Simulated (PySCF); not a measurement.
# GeH4S (Ge(SH)H3) at BP86/6-31G

What is the vertical ionisation energy of GeH4S (Ge(SH)H3) at BP86/6-31G? Input form: a Python script.

The results are computed with PySCF 2.14.0.

## Step 1: Starting point

GeH4S has 6 atoms, charge 0, and is taken as a singlet. SMILES: `[H][Ge]([H])([H])[SH]`. Geometry: a GFN2-xTB relaxation, a rough one for these elements and not checked as a minimum.

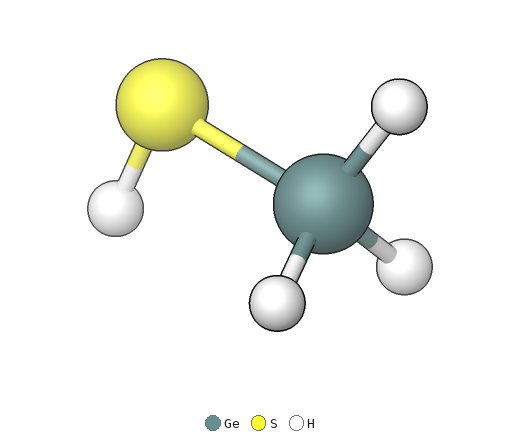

The structure, seen from a chosen angle (germanium teal, sulfur yellow, hydrogen white).

## Step 2: A single-point energy at BP86/6-31G

The input, calc.py:

```python
# Ge(SH)H3
from pyscf import gto, dft

system = gto.Mole()
system.atom = [
    ('Ge', (0.201110, -0.010780, -0.503070)),
    ('S', (0.260440, 0.021500, 1.690160)),
    ('H', (-1.059390, 0.053950, 1.826060)),
    ('H', (1.614000, -0.023310, -0.982370)),
    ('H', (-0.508420, 1.199120, -1.038330)),
    ('H', (-0.507750, -1.240490, -0.992450)),
]
system.max_memory = 1860
system.verbose = 3
system.basis = '6-31g'
system.spin = 0
system.build()

mf = dft.RKS(system, xc='bp86')
mf.grids.level = 4
mf.conv_tol = 1e-10
mf.kernel()
if not mf.converged:
    mf = mf.newton().run(mf.mo_coeff, mf.mo_occ)

energy = mf.e_tot
print('Final energy', energy)
```

Command:

```sh
$ OMP_NUM_THREADS=1 python calc.py
```

Log:

```text
converged SCF energy = -2477.49690297133
Final energy -2477.496902971332
```

It took 4.8 s on 1 thread of Arm Neoverse V2, shared host; peak memory 0.28 GiB.

## Step 3: The doublet cation at the same level

The input, run.py:

```python
from pyscf import gto, dft

mol = gto.Mole()
mol.atom = '''
Ge       0.201110      -0.010780      -0.503070
S        0.260440       0.021500       1.690160
H       -1.059390       0.053950       1.826060
H        1.614000      -0.023310      -0.982370
H       -0.508420       1.199120      -1.038330
H       -0.507750      -1.240490      -0.992450
'''
mol.verbose = 3
mol.charge = 1
mol.max_memory = 1860
mol.basis = '6-31g'
mol.spin = 1
mol.build()

calc0 = dft.UKS(mol)
calc0.xc = 'bp86'
calc0.conv_tol = 1e-10
calc0.grids.level = 4
calc0.kernel()
if not calc0.converged:
    calc0 = calc0.newton().run(calc0.mo_coeff, calc0.mo_occ)

etot = calc0.e_tot
print('Final energy', etot)
```

Command:

```sh
$ OMP_NUM_THREADS=1 python run.py
```

Log:

```text
WARN: HOMO -0.287054998075995 >= LUMO -0.28705499807598

converged SCF energy = -2477.14098350162  <S^2> = 0.75188956  2S+1 = 2.0018887
Final energy -2477.1409835016243
```

It took 8.1 s on 1 thread of Arm Neoverse V2, shared host; peak memory 0.3 GiB.

## Step 4: Results

Level: BP86/6-31G.

```
                                          quantity           value
                       singlet GeH4S: total energy  -2477.49690 Eh
                      singlet GeH4S: dipole moment          1.98 D
                        singlet GeH4S: HOMO energy        -6.13 eV
                        singlet GeH4S: LUMO energy        -0.91 eV
                      singlet GeH4S: HOMO–LUMO gap         5.22 eV
                      doublet cation: total energy  -2477.14098 Eh
doublet cation: HOMO energy (highest over α and β)       -14.31 eV
 doublet cation: LUMO energy (lowest over α and β)       -13.12 eV
                              doublet cation: ⟨S²⟩           0.752
vertical ionisation energy (to the doublet cation)        9.685 eV
```

**Reading.** The vertical ionisation energy comes to 9.69 eV (223 kcal/mol). −ε(HOMO) before ionisation, 6.13 eV, is 3.56 eV below this ionisation energy. Mulliken charges (singlet GeH4S) run from -0.22 on S2 to +0.20 on Ge1.
